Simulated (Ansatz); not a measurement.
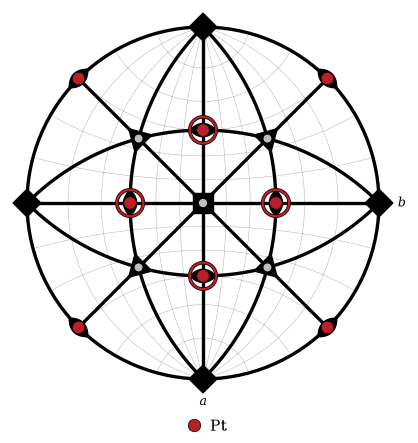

Directions from one platinum atom at (0, 0, 0) to its bonded neighbours, in stereographic projection down c (filled: above the plane of the page or in it, open: below). Crystal: Pt, the input geometry of an electronic-structure calculation (not necessarily at equilibrium). Symmetry computed with spglib at a tolerance of 0.002 Å; standard conventional cell.

Neighbours are counted up to 2.96 Å for Pt. The symmetry elements of the site are drawn in: heavy lines are mirror planes (a heavy rim: a mirror in the plane of the page); lens, triangle, square and hexagon are 2-, 3-, 4- and 6-fold axes, a lens in an open square is −4, a triangle in an open hexagon −6; thin dashed diameters join the ends of axes that lie in the page; a small open circle marks inversion.

```
CELL_PARAMETERS angstrom
3.73810 0.00000 0.00000
0.00000 3.73810 0.00000
0.00000 0.00000 3.73810
ATOMIC_POSITIONS crystal
Pt 0.00000 0.00000 0.00000
Pt 0.00000 0.50000 0.50000
Pt 0.50000 0.00000 0.50000
Pt 0.50000 0.50000 0.00000
```

**How many neighbours are there, and at what angles?**

12: 12 Pt at 2.64 Å. Angles between bonds: 60° (24×), 90° (12×), 120° (24×), 180° (6×).

**What is the site's symmetry in the crystal?**

Point group m-3m (Oh), order 48: three fourfold axes, four threefold axes, six twofold axes, nine mirror planes, an inversion centre. In No. 225, Fm-3m this is Wyckoff position 4a.
